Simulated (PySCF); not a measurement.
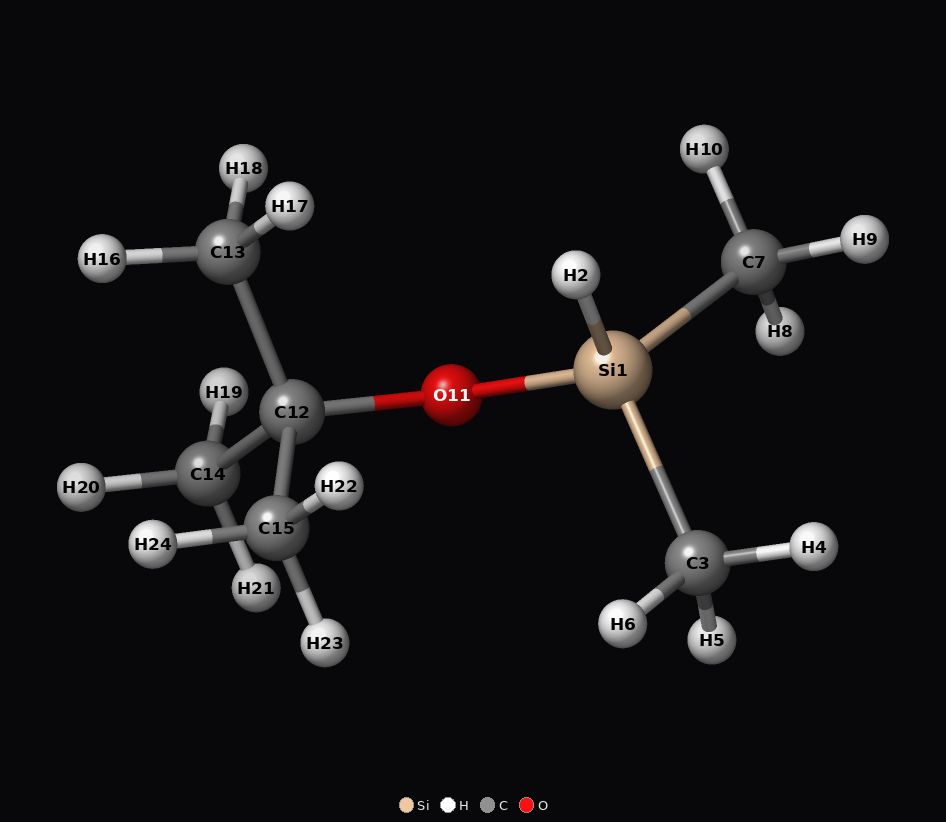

Computed geometry: PBE0-D3(BJ)/def2-SVP optimisation. No frequency run is at hand to confirm it as a minimum. Properties computed with delta-SCF UKS SCAN, pcX-2 on the ionised atom (unc-x2c-TZVPall on a metal), pcseg-1 elsewhere, spin-free X2C (PySCF 2.14.0).

Give the core-electron binding energies (to vacuum; p and d levels without spin–orbit splitting) of Si1 1s, Si1 2p, C3 1s, O11 1s, C12 1s, C13 1s.

| atom | level | binding energy (eV) |
| --- | --- | --- |
| Si1 | 1s | 1846.4 |
| Si1 | 2p | 106.7 |
| C3 | 1s | 289.9 |
| O11 | 1s | 537.1 |
| C12 | 1s | 292.0 |
| C13 | 1s | 290.3 |
